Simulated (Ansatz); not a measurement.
Take Se (space group P3_121, No. 152; a = 4.5057 Å, c = 4.9913 Å; made of chains) as the base. Axes: x lies along a and z along c of the hexagonal cell.

Perturbation: the cell is stretched by 1.90 % along z with no lateral relaxation, atoms relaxed at fixed cell.

All numbers come from r2SCAN (Ansatz, a program for electronic structure, PAW, no spin-orbit coupling).

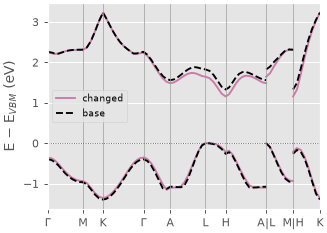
Highest valence and lowest conduction band along the path, each from its own valence-band maximum

The gap is 1.16 eV, indirect, L → H; the base has 1.33 eV.

The cells carry an imposed strain or load. Whether these cells are dynamically stable was not tested. No dispersion term is included, though the crystal is made of layers, chains or molecules, so its spacings can come out too wide.
